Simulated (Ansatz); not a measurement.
The starting structures come from a database of crystals and need not be the phases stable at ambient conditions.

 Where the default PAW files enter, the runs use the earlier of Ansatz's two default sets.

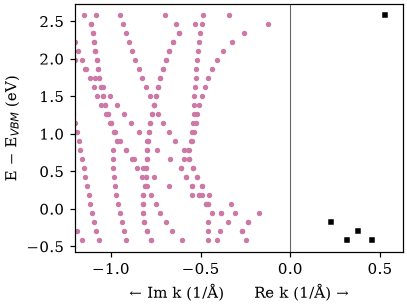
Figure. Complex bands at the centre of the two-dimensional zone; r2SCAN (Ansatz, a first-principles code)

The gap is the functional's own, uncorrected, and κ follows it; spin-orbit coupling is left out. Mid-gap values are interpolated between the computed energies.

**Question.** This is CdPdF6 (R-3, not sure to be the ambient phase, 8 atoms a cell, 13.4 Å³ an atom) along the normal of (101). Read off the slowest decay at the centre of the two-dimensional zone at 1.14 eV, the computed energy nearest the middle of the gap.

**Answer.** κ ≈ 0.53 1/Å, a decay length 1/(2κ) of the density of 0.95 Å.
